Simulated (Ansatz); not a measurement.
**Si2H4 (SMILES [SiH][SiH3]) at 6 levels**

Aim: a comparison of 6 runs (UHF/STO-3G, UB3LYP/STO-3G, UBHLYP/STO-3G, UBLYP/STO-3G, UPBE0/STO-3G, RPA@PBE/STO-3G) of Si2H4. 

The calculation is run with Ansatz 0.2.0.

29 further runs of the same task are left out: 29 set aside as unsound or not needed.

### 1 The system as given

The species is Si2H4 (6 atoms), meant as a triplet with charge 0. SMILES: `[SiH][SiH3]`. The Si2–Si1 distance was set to 4.507 Å, away from the relaxed value. At this shape a bond of the SMILES string is far longer than usual.

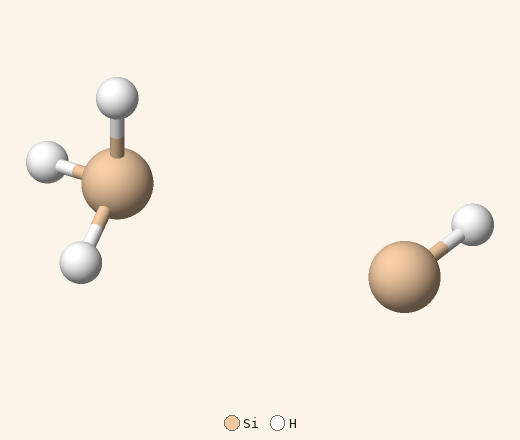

The structure, seen from a chosen angle (silicon light orange, hydrogen white).

### 2 The energy at UHF/STO-3G (run 1)

File molecule.yaml:

```yaml
crystal:
  periodic: [false, false, false]
  atoms:
    - {symbol: Si, position_ang: [0.945572, -3.675036, 0.820362]}
    - {symbol: Si, position_ang: [-0.300130, 0.523270, -0.245660]}
    - {symbol: H, position_ang: [2.050782, -4.116976, 1.688772]}
    - {symbol: H, position_ang: [-1.456530, 0.376070, -1.136010]}
    - {symbol: H, position_ang: [0.714920, 1.325330, -0.951090]}
    - {symbol: H, position_ang: [-0.708920, 1.369020, 0.889660]}
basis:
  gaussian:
    orbitals: STO-3G
magnetization:
  spin_polarized: true
  initial_magnetization: 2
hamiltonian:
  xc: hf
accuracy: high
```

Run with:

```bash
$ ansatz run molecule.yaml --threads 1 --pin off --max-ram 2610MiB --events-out events.jsonl --progress --plain --runs-dir runs
```

Log:

```text
Warning: RAYON_NUM_THREADS=1 ignored (pool sized by the plan → 1); use --threads N
Functional definition: HF
  name "HF"
  exchange = exact_x
  correlation = 0
344 factors; integrals over basis functions are off by at most 2.4e-9 eV
mean field evaluation 1: about -15600.7440 eV, gradient 5.5e0 eV
mean field evaluation 2: about -15600.7506 eV, gradient 5.4e0 eV
mean field evaluation 4: about -15601.1712 eV, gradient 6.1e-1 eV
mean field evaluation 8: about -15601.1817 eV, gradient 1.4e-2 eV
mean field evaluation 16: about -15601.1816 eV, gradient 7.9e-4 eV
mean field evaluation 32: about -15601.1861 eV, gradient 4.4e-2 eV
mean field evaluation 64: about -15600.9992 eV, gradient 1.3e0 eV
mean field evaluation 96: about -15601.1816 eV, gradient 1.9e-3 eV
mean field -15601.19066759 eV, -573.3331821671 hartree, gradient 8.1e-9 eV, S^2 2.004114; 3 other end points of the search recorded, 0 dependent functions left out
reference -15601.19066759 eV, -573.3331821671 hartree; 17, 15 occupied and 5, 7 virtual orbitals, 344 factors
Total energy: -15601.19066759 eV, -573.3331821671 hartree
```

It took 0.26 s on 1 thread of AMD EPYC 9R14 (Zen 4), shared host.

### 3 A single-point energy at UB3LYP/STO-3G (run 2)

File in.yaml:

```yaml
crystal:
  periodic: [false, false, false]
  atoms:
    - {symbol: Si, position_ang: [0.945572, -3.675036, 0.820362]}
    - {symbol: Si, position_ang: [-0.300130, 0.523270, -0.245660]}
    - {symbol: H, position_ang: [2.050782, -4.116976, 1.688772]}
    - {symbol: H, position_ang: [-1.456530, 0.376070, -1.136010]}
    - {symbol: H, position_ang: [0.714920, 1.325330, -0.951090]}
    - {symbol: H, position_ang: [-0.708920, 1.369020, 0.889660]}
basis:
  gaussian:
    orbitals: STO-3G
magnetization:
  spin_polarized: true
  initial_magnetization: 2
hamiltonian:
  xc: {name: B3LYP}
accuracy: high
```

Run with:

```bash
$ ansatz run in.yaml --threads 1 --pin off --max-ram 2610MiB --events-out events.jsonl --progress --plain --runs-dir runs
```

Log:

```text
Warning: RAYON_NUM_THREADS=1 ignored (pool sized by the plan → 1); use --threads N
Functional definition: B3LYP
  name "B3LYP"
  parameter a0 = 0.2
  parameter ax = 0.72
  parameter ac = 0.81
  exchange = (1 - a0 - ax)*slater_x + ax*b88_x + a0*exact_x
  correlation = (1 - ac)*vwn_rpa_c + ac*lyp_c
344 factors; integrals over basis functions are off by at most 2.4e-9 eV
mean field evaluation 1: about -15630.6248 eV, gradient 8.5e0 eV
mean field evaluation 2: about -15631.0224 eV, gradient 4.9e0 eV
mean field evaluation 4: about -15631.2149 eV, gradient 8.9e-2 eV
mean field evaluation 8: about -15631.1767 eV, gradient 8.5e-4 eV
mean field evaluation 16: about -15631.1767 eV, gradient 2.8e-5 eV
mean field evaluation 32: about -15631.1798 eV, gradient 4.1e-7 eV
mean field -15631.17980063 eV, -574.4352624788 hartree, gradient 1.7e-8 eV, S^2 2.000991; 2 other end points of the search recorded, 0 dependent functions left out
reference -15631.17983635 eV, -574.4352637917 hartree; 17, 15 occupied and 5, 7 virtual orbitals, 344 factors
Total energy: -15631.17983635 eV, -574.4352637917 hartree
```

Run time: 3.9 s. Hardware: 1 thread of AMD EPYC 9R14 (Zen 4), shared host; peak memory 0.16 GiB.

Runs 3 to 4 aren't shown in full; the table further down has their settings and results.

### 4 A single-point energy at UPBE0/STO-3G (run 5)

File input.yaml:

```yaml
crystal:
  periodic: [false, false, false]
  atoms:
    - symbol: Si
      position_ang: [0.945572, -3.675036, 0.820362]
    - symbol: Si
      position_ang: [-0.300130, 0.523270, -0.245660]
    - symbol: H
      position_ang: [2.050782, -4.116976, 1.688772]
    - symbol: H
      position_ang: [-1.456530, 0.376070, -1.136010]
    - symbol: H
      position_ang: [0.714920, 1.325330, -0.951090]
    - symbol: H
      position_ang: [-0.708920, 1.369020, 0.889660]
basis:
  gaussian:
    orbitals: STO-3G
magnetization:
  spin_polarized: true
  initial_magnetization: 2
hamiltonian:
  xc: {name: PBE0}
accuracy: high
```

Run with:

```bash
$ ansatz run input.yaml --threads 1 --pin off --max-ram 2610MiB --events-out events.jsonl --progress --plain --runs-dir runs
```

Log:

```text
Warning: RAYON_NUM_THREADS=1 ignored (pool sized by the plan → 1); use --threads N
Functional definition: PBE0
  name "PBE0"
  parameter a = 0.25
  parameter kappa = 0.804
  parameter beta = 0.06672455060314922
  exchange = (1 - a)*pbe_x(kappa = kappa, mu = beta*pi^2/3) + a*exact_x
  correlation = pbe_c(beta = beta)
344 factors; integrals over basis functions are off by at most 2.4e-9 eV
mean field evaluation 1: about -15623.7070 eV, gradient 7.6e0 eV
mean field evaluation 2: about -15624.0742 eV, gradient 3.9e0 eV
mean field evaluation 4: about -15624.1996 eV, gradient 9.4e-2 eV
mean field evaluation 8: about -15624.1627 eV, gradient 1.1e-3 eV
mean field evaluation 16: about -15624.1627 eV, gradient 1.8e-5 eV
mean field evaluation 32: about -15624.1667 eV, gradient 5.9e-7 eV
mean field -15624.16669659 eV, -574.1775356593 hartree, gradient 2.9e-8 eV, S^2 2.001558; 2 other end points of the search recorded, 0 dependent functions left out
reference -15624.16669844 eV, -574.1775357271 hartree; 17, 15 occupied and 5, 7 virtual orbitals, 344 factors
Total energy: -15624.16669844 eV, -574.1775357271 hartree
```

Run time: 3.9 s. Hardware: 1 thread of AMD EPYC 9R14 (Zen 4), shared host; peak memory 0.16 GiB.

### 5 A single-point energy at RPA@PBE/STO-3G (run 6)

File molecule.yaml:

```yaml
basis:
  gaussian:
    orbitals: STO-3G
crystal:
  periodic: [false, false, false]
  atoms:
    - symbol: Si
      position_ang: [0.945572, -3.675036, 0.820362]
    - symbol: Si
      position_ang: [-0.300130, 0.523270, -0.245660]
    - symbol: H
      position_ang: [2.050782, -4.116976, 1.688772]
    - symbol: H
      position_ang: [-1.456530, 0.376070, -1.136010]
    - symbol: H
      position_ang: [0.714920, 1.325330, -0.951090]
    - symbol: H
      position_ang: [-0.708920, 1.369020, 0.889660]
accuracy: high
total_charge: 0
magnetization:
  spin_polarized: true
  initial_magnetization: 2
hamiltonian:
  xc: pbe
correlation:
  method: rpa
  frozen_orbitals: {H: 0, Si: 5}
```

Run with:

```bash
$ ansatz run molecule.yaml --threads 1 --pin off --max-ram 2610MiB --events-out events.jsonl --progress --plain --runs-dir runs
```

Log, shortened:

```text
Warning: RAYON_NUM_THREADS=1 ignored (pool sized by the plan → 1); use --threads N
Functional definition: PBE
  name "PBE"
[...]
344 factors; integrals over basis functions are off by at most 2.4e-9 eV
[...]
mean field -15621.46799254 eV, -574.0783601144 hartree, gradient 2.5e-8 eV, S^2 2.001456; 4 other end points of the search recorded, 0 dependent functions left out
10 core orbitals not correlated: weight in the atoms' cores, before any rotation towards them, 0.999 or more for the frozen orbitals, at most 0.000 for the correlated occupied ones
reference -15600.85996101 eV, -573.3210289244 hartree; 7, 5 occupied and 5, 7 virtual orbitals, 344 factors
Total energy: -15605.19622929 eV, -573.4803838444 hartree
```

Run time: 10 s. Hardware: 1 thread of AMD EPYC 9R14 (Zen 4), shared host; peak memory 0.16 GiB.

### 6 All runs side by side

| run | level | frozen core orbitals | energy (Eh) | ⟨S²⟩ | wall time |
| --- | --- | --- | --- | --- | --- |
| 1 | UHF/STO-3G | – | -573.333182 | 2.004 | 0.26 s |
| 2 | UB3LYP/STO-3G | – | -574.435264 | 2.001 | 3.9 s |
| 3 | UBHLYP/STO-3G | – | -574.431705 | 2.001 | 3.6 s |
| 4 | UBLYP/STO-3G | – | -574.343467 | 2.001 | 14 s |
| 5 | UPBE0/STO-3G | – | -574.177536 | 2.002 | 3.9 s |
| 6 | RPA@PBE/STO-3G | 10 | -573.480384 | 2.001 | 10 s |

### 7 Summary of results

| quantity | value |
| --- | --- |
| run 6: total energy | -573.48038 Eh |
| run 6: RPA correlation energy (valence) | -159.4 mEh |
| run 6: ⟨S²⟩ of the reference determinant | 2.001 |

Totals of different functionals can't be ranked against each other. In runs 1, 2, 3, 4, 5, 6 the basis is minimal, so the values are rough. All runs together took 36 s, the longest 14 s.
